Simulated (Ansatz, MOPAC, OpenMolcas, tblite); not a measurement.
**SiSe (SMILES [Si][Se]): the equilibrium bond length, rung by rung**

SiSe, singlet, SMILES `[Si][Se]`. Each level relaxes the structure for itself.

Each level gives the equilibrium bond length (Å). The values are calculated.

| level | kind | program | value (Å) |
| --- | --- | --- | --- |
| AM1 | semi-empirical | MOPAC | 2.100 |
| MNDO | semi-empirical | MOPAC | 2.098 |
| PM6-D3H4 | semi-empirical | MOPAC | 2.048 |
| GFN2-xTB | semi-empirical | tblite | 2.125 |
| SVWN5/pcseg-0 | LDA | OpenMolcas | 2.164 |
| SVWN5/pcseg-1 | LDA | OpenMolcas | 2.080 |
| SVWN5/aug-pcseg-1 | LDA | OpenMolcas | 2.080 |
| SVWN5/pcseg-2 | LDA | OpenMolcas | 2.066 |
| PBE0-D4/def2-TZVP | global hybrid | Ansatz | 2.062 |

All-electron rows without a relativistic Hamiltonian named are non-relativistic. The values span 2.048 to 2.164 Å. Without the sets that lack polarisation functions the rows with a basis span only 2.062 to 2.080 Å.

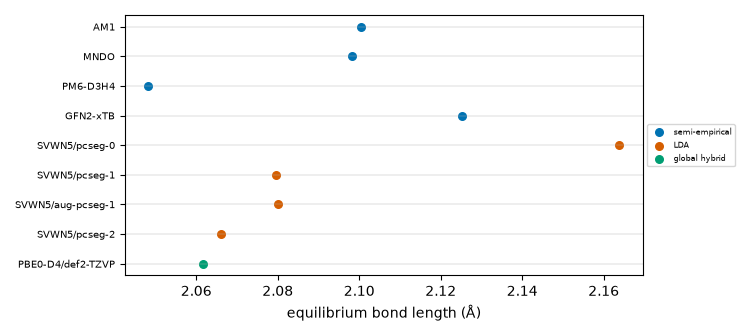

The values of the table, level by level.
